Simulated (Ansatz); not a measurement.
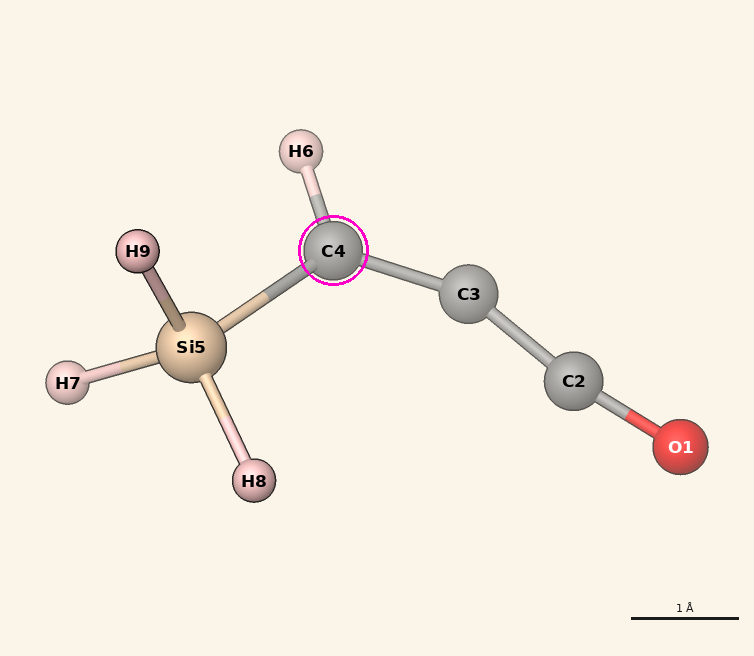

Orthographic view. Distant atoms are faded towards the background colour. The geometry was computed by an optimisation with PBE-D4/def2-SVP. No frequency run is at hand to confirm it as a minimum.

### Which atoms are bonded to the circled atom?

The circled atom is C4; it is bonded to C3, Si5, H6.

### Which atom is nearest the viewer?

H9, 1.6 Å in front of the mean position.

### What is the shortest path along bonds from the circled atom to O1?

C4–C3–C2–O1, 3 bonds; through space the two are 3.76 Å apart.
